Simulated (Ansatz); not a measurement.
# InHCl (SMILES [Cl][InH]): U-wB97X/STO-3G

What is the energy change on altering one bond length of InHCl at U-wB97X/STO-3G? 

Program for the calculation: Ansatz 0.2.0.

69 further runs of the same task are left out: 6 that didn't finish, 63 set aside as unsound or not needed.

## Step 1: The molecule

The species is InHCl (3 atoms), meant as a doublet with charge 0. As SMILES, `[Cl][InH]`. The shape is that of a PBE0-D4/def2-TZVP optimisation.

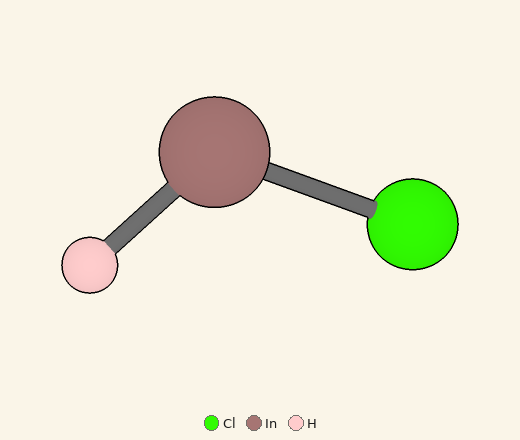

The structure, seen from a chosen angle (chlorine green, indium brown, hydrogen pink).

## Step 2: The energy at U-wB97X/STO-3G

File job.yaml:

```yaml
basis:
  gaussian: {orbitals: STO-3G}
crystal:
  periodic: [false, false, false]
  atoms:
    - {symbol: Cl, position_ang: [-1.649800, 0.396800, -0.867400]}
    - {symbol: In, position_ang: [0.409500, 0.542400, 0.286100]}
    - {symbol: H, position_ang: [1.229400, -1.003900, 0.568100]}
total_charge: 0
accuracy: high
hamiltonian: {xc: {name: wB97X}}
magnetization: {spin_polarized: true, initial_magnetization: 1}
```

The run is started by

```
$ ansatz run job.yaml --threads 1 --pin off --max-ram 2610MiB --events-out events.jsonl --progress --plain --runs-dir runs
```

What it wrote:

```text
Warning: RAYON_NUM_THREADS=1 ignored (pool sized by the plan → 1); use --threads N
Functional definition: wB97X
  name "wB97X"
  parameter omega = 0.3/bohr
  parameter cx = 0.157706
  parameter cx1 = 0.726479
  parameter cx2 = 1.04760
  parameter cx3 = -5.70635
  parameter cx4 = 13.2794
  parameter css1 = -4.33879
  parameter css2 = 18.2308
  parameter css3 = -31.7430
  parameter css4 = 17.2901
  parameter cos1 = 2.37031
  parameter cos2 = -11.3995
  parameter cos3 = 6.58405
  parameter cos4 = -3.78132
  exchange = spin_sum(e_x_unif_sr(omega)*poly(b97_u_x, 1 - cx, cx1, cx2, cx3, cx4)) + cx*exact_x_sr(omega)
      + exact_x_lr(omega)
  correlation = spin_sum(e_c_pw_same_spin*poly(b97_u_same, 1, css1, css2, css3, css4))
      + integral(e_c_pw_opposite_spin*poly(b97_u_opposite, 1, cos1, cos2, cos3, cos4))
662 factors; integrals over basis functions are off by at most 8.9e-9 eV
138 factors; integrals over basis functions are off by at most 6.9e-10 eV
mean field evaluation 1: about -167098.8590 eV, gradient 8.1e0 eV
mean field evaluation 2: about -167100.0155 eV, gradient 2.0e0 eV
mean field evaluation 4: about -167100.1102 eV, gradient 2.3e-1 eV
mean field evaluation 8: about -167100.0634 eV, gradient 7.5e-3 eV
mean field evaluation 16: about -167100.0634 eV, gradient 1.2e-5 eV
mean field -167100.06338872 eV, -6140.8140650444 hartree, gradient 3.9e-8 eV, S^2 0.752327; 0 other end points of the search recorded, 0 dependent functions left out
reference -167100.06338747 eV, -6140.8140649983 hartree; 34, 33 occupied and 3, 4 virtual orbitals, 662 factors
Total energy: -167100.06338747 eV, -6140.8140649983 hartree
```

Run time: 15 s. Hardware: 1 thread of Arm Neoverse V1, shared host; peak memory 0.44 GiB.

## Step 3: The distorted shape at the same level

File input.yaml:

```yaml
crystal:
  periodic: [false, false, false]
  atoms:
    - {symbol: Cl, position_ang: [-1.854778, 0.783380, -0.937901]}
    - {symbol: In, position_ang: [0.204522, 0.928980, 0.215599]}
    - {symbol: H, position_ang: [1.229400, -1.003900, 0.568100]}
basis:
  gaussian:
    orbitals: STO-3G
magnetization:
  spin_polarized: true
  initial_magnetization: 1
hamiltonian:
  xc: {name: wB97X}
accuracy: high
```

The run is started by

```
$ ansatz run input.yaml --threads 1 --pin off --max-ram 2610MiB --events-out events.jsonl --progress --plain --runs-dir runs
```

What it wrote, cut to the lines that bear on the results:

```text
Warning: RAYON_NUM_THREADS=1 ignored (pool sized by the plan → 1); use --threads N
[... 2 set-up lines as earlier in the session ...]
[...]
      + exact_x_lr(omega)
[...]
      + integral(e_c_pw_opposite_spin*poly(b97_u_opposite, 1, cos1, cos2, cos3, cos4))
662 factors; integrals over basis functions are off by at most 8.7e-9 eV
138 factors; integrals over basis functions are off by at most 7.3e-10 eV
[...]
mean field -167098.68137084 eV, -6140.7632768242 hartree, gradient 7.5e-8 eV, S^2 0.772112; 0 other end points of the search recorded, 0 dependent functions left out
reference -167098.68136954 eV, -6140.7632767765 hartree; 34, 33 occupied and 3, 4 virtual orbitals, 662 factors
Total energy: -167098.68136954 eV, -6140.7632767765 hartree
```

It took 15 s on 1 thread of Arm Neoverse V1, shared host; peak memory 0.44 GiB.

## Step 4: Outcome

At U-wB97X/STO-3G:

| quantity | value |
| --- | --- |
| first shape: total energy | -6140.81406 Eh |
| first shape: ⟨S²⟩ | 0.752 |
| distorted shape: total energy | -6140.76328 Eh |
| distorted shape: ⟨S²⟩ | 0.772 |
| energy change with the In2–H3 bond stretched from 1.773 to 2.216 Å | 1.382 eV |

**Reading.** With the In2–H3 bond stretched from 1.773 to 2.216 Å the energy rises by 1.38 eV (32 kcal/mol). The first shape isn't relaxed at this level, so the change isn't measured from a minimum. The minimal basis adds a large error of its own. Relativity is left out (first shape) although the molecule holds a heavy atom. Relativity is left out (distorted shape) although the molecule holds a heavy atom.
